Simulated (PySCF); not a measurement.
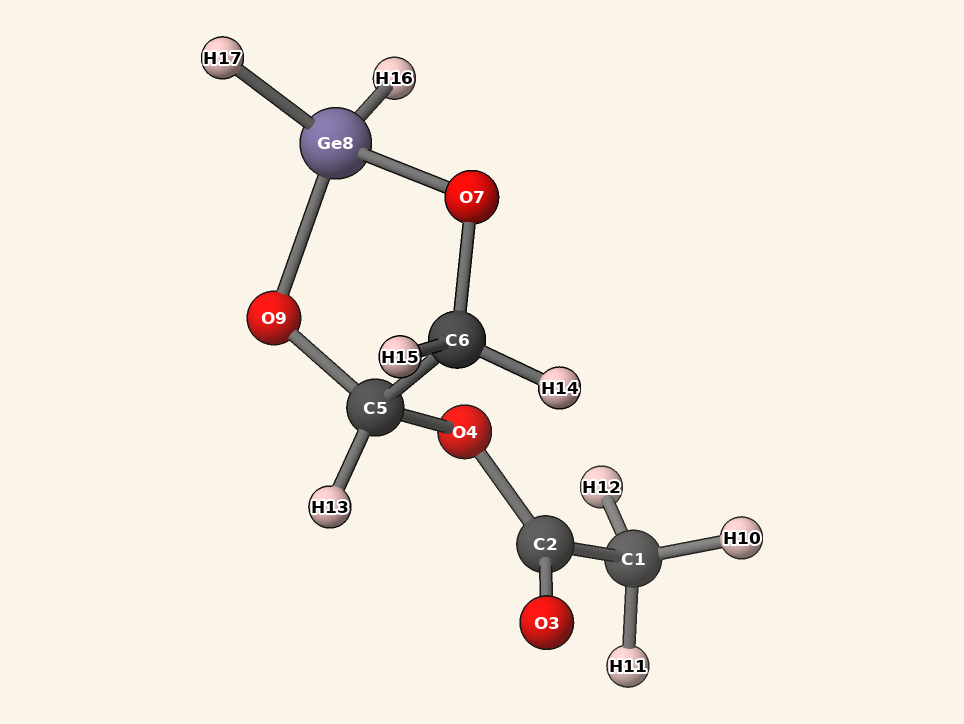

Computed geometry: PBE0-D3(BJ)/def2-SVP optimisation. No frequency run is at hand to confirm it as a minimum. Properties computed with delta-SCF UKS SCAN, pcX-2 on the ionised atom, pcseg-1 elsewhere, spin-free X2C (PySCF 2.14.0).

Give the core-electron binding energies (to vacuum) of C1 1s, C2 1s, O3 1s, O4 1s, C5 1s, C6 1s, O7 1s, O9 1s.

```tsv
atom	level	binding energy (eV)
C1	1s	291.3
C2	1s	294.6
O3	1s	537.6
O4	1s	539.2
C5	1s	293.8
C6	1s	292.3
O7	1s	537.9
O9	1s	538.2
```
